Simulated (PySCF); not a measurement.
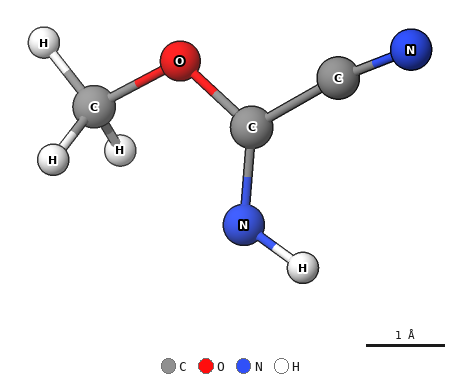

C3H4N2O, before the relaxation. Style: ball-and-stick. Shown at a tilt.

The start comes from GFN2-xTB.

All numbers below come from PySCF, PBE0-D3(BJ)/def2-SVP geometry optimisation, gas phase.

```xyz
10

C    -1.4695   -0.0104    0.6934
O    -0.1111   -0.3987    0.8010
C     0.6667   -0.0480   -0.2167
N     0.2321    0.5907   -1.2204
C     2.0432   -0.4607   -0.0713
N     3.1576   -0.7229   -0.0884
H    -1.9584   -0.3705    1.5954
H    -1.9204   -0.4548   -0.1961
H    -1.5475    1.0760    0.6170
H     0.9161    0.8040   -1.9363
```

Where does the relaxation end?

Answer. The atom that moves furthest after the best rigid fit is N6 (0.077 Å). Largest moves by element: N 0.077 Å, C 0.052 Å, H 0.052 Å, O 0.037 Å. Among the contacts that change: C5–N6 1.145 → 1.157 Å, C3–C5 1.444 → 1.456 Å, C1–H7 1.087 → 1.096 Å, N4–H10 1.013 → 1.019 Å. Bond angles that change, for instance: C3–N4–H10 115.8° → 111.8°, C3–C5–N6 172.5° → 176.0°, O2–C3–C5 113.9° → 111.4°. The energy falls by 3.58 kJ/mol in 7 geometry steps. The largest force component goes from 1.6 to 0.016 eV/Å. The run took of the order of 28 core-seconds on a shared host.

Step by step:

```json
{"step": "0", "E − E(0), kJ/mol": "0.00", "largest force component, eV/Å": "1.6115"}
{"step": "1", "E − E(0), kJ/mol": "-2.64", "largest force component, eV/Å": "0.1884"}
{"step": "2", "E − E(0), kJ/mol": "-2.98", "largest force component, eV/Å": "0.1782"}
{"step": "3", "E − E(0), kJ/mol": "-3.19", "largest force component, eV/Å": "0.0953"}
{"step": "4", "E − E(0), kJ/mol": "-3.38", "largest force component, eV/Å": "0.1257"}
{"step": "5", "E − E(0), kJ/mol": "-3.52", "largest force component, eV/Å": "0.1252"}
{"step": "6", "E − E(0), kJ/mol": "-3.57", "largest force component, eV/Å": "0.0429"}
{"step": "7", "E − E(0), kJ/mol": "-3.58", "largest force component, eV/Å": "0.0157"}
```

The structure at the end:

```xyz
10

C    -1.4650   -0.0183    0.7020
O    -0.0997   -0.3929    0.7658
C     0.6543   -0.0234   -0.2613
N     0.2179    0.6201   -1.2601
C     2.0354   -0.4509   -0.0868
N     3.1492   -0.7572   -0.0196
H    -1.9210   -0.3843    1.6286
H    -1.9509   -0.4707   -0.1753
H    -1.5641    1.0746    0.6245
H     0.9530    0.8077   -1.9403
```

The end point in the same view:

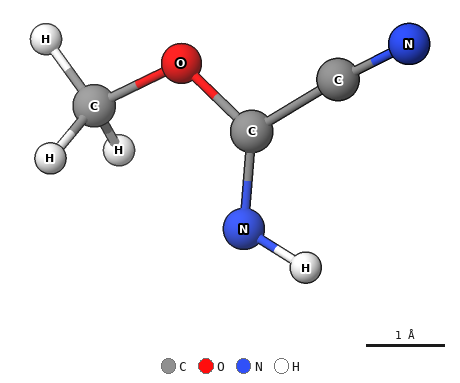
